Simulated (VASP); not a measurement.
Band structure of S (space group R-3). Calculation: PBEsol GGA, VASP's PBE PAW potentials (set 64) (plane waves; VASP 6.6.1).

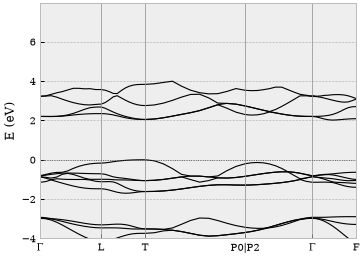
Bands along high-symmetry lines, zero at the valence-band maximum or, without a gap, the Fermi level

Task: Read the plot: is there a gap, and where are the band edges?

Result: The gap is indirect, 1.95 eV, from the valence maximum at T to the conduction minimum at (0.33, -0.17, -0.33).

The structure comes from a measured S entry of the Crystallography Open Database, whose conditions weren't checked. The cell was not relaxed at this level.
